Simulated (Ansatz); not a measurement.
Consider C3H11NZr.

Input

```
crystal:
  periodic: [false, false, false]
  atoms:
    - {symbol: C, position_ang: [-0.452404, 1.007713, -1.819612]}
    - {symbol: C, position_ang: [1.979907, 0.514516, 0.850244]}
    - {symbol: C, position_ang: [-0.377711, -2.093889, -0.124485]}
    - {symbol: "N", position_ang: [-1.506263, 0.765146, 1.466059]}
    - {symbol: Zr, position_ang: [-0.095541, 0.093893, 0.179770]}
    - {symbol: H, position_ang: [-0.220821, 2.089111, -1.820603]}
    - {symbol: H, position_ang: [0.199826, 0.530995, -2.576374]}
    - {symbol: H, position_ang: [-1.494780, 0.897693, -2.169190]}
    - {symbol: H, position_ang: [2.019058, 1.038155, 1.823832]}
    - {symbol: H, position_ang: [2.512729, 1.148607, 0.116097]}
    - {symbol: H, position_ang: [2.560041, -0.421727, 0.958834]}
    - {symbol: H, position_ang: [-0.054636, -2.670411, 0.762624]}
    - {symbol: H, position_ang: [0.232832, -2.439306, -0.980986]}
    - {symbol: H, position_ang: [-1.425248, -2.376679, -0.333133]}
    - {symbol: H, position_ang: [-1.368025, 1.265031, 2.343083]}
    - {symbol: H, position_ang: [-2.508964, 0.651150, 1.323839]}
basis:
  gaussian:
    orbitals: def2-SVPD
hamiltonian:
  xc: {name: PBE0}
output:
  forces: true
  orbitals: {seedname: orbitals}
```

Launched as:

```sh
ansatz run input.yaml --threads 2 --pin off --max-ram 6090MiB --events-out events.jsonl --progress --plain --runs-dir runs
```

Geometry: PBE0-D4/def2-SVP; core potentials replace the inner electrons of Zr.

These are results of Ansatz, isolated molecule in a Gaussian basis; Kohn-Sham density functional theory, functional PBE0, not measurements.

Q: What can the converged electron density and electron localisation function tell about the bonding?

A: Zr–N (2.02 Å): ρ at the midpoint is about 0.84 e/Å³; the ELF peaks at about 0.90 in the valence shell of N, 0.6 Å from its nucleus, and drops to about 0.25 between the two atoms.
C–Zr (2.22 Å): ρ at the midpoint is about 0.7 e/Å³; the ELF peaks at about 0.95 in the valence shell of C, 0.7 Å from its nucleus, and is about 0.45 at the midpoint.
N–H (1.02 Å): ρ is about 2.7 e/Å³ halfway; the ELF climbs to about 1 towards the hydrogen, as it does in any bond to H; a covalent bond by its length.
C–H (1.11 Å): the density is about 1.8 e/Å³ at the midpoint; the ELF climbs to about 1 towards the hydrogen; a covalent bond by its length.

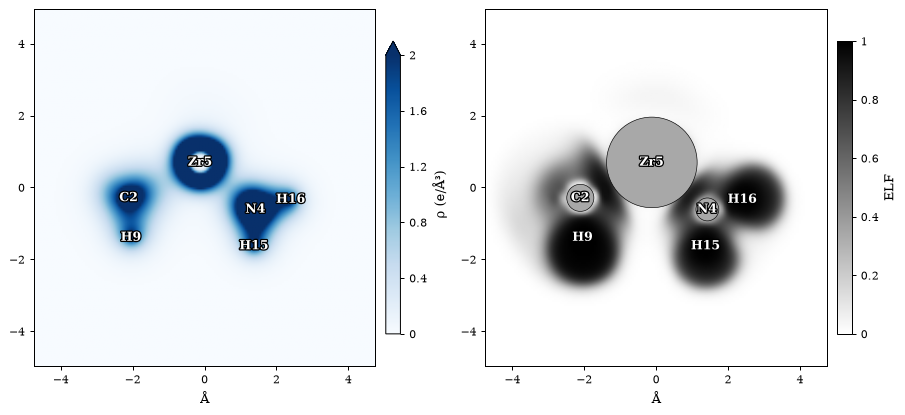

Computed electron density and electron localisation function on the plane of atoms Zr5, N4 and H15, in this order. Grey discs cover the atomic cores in the ELF map. 
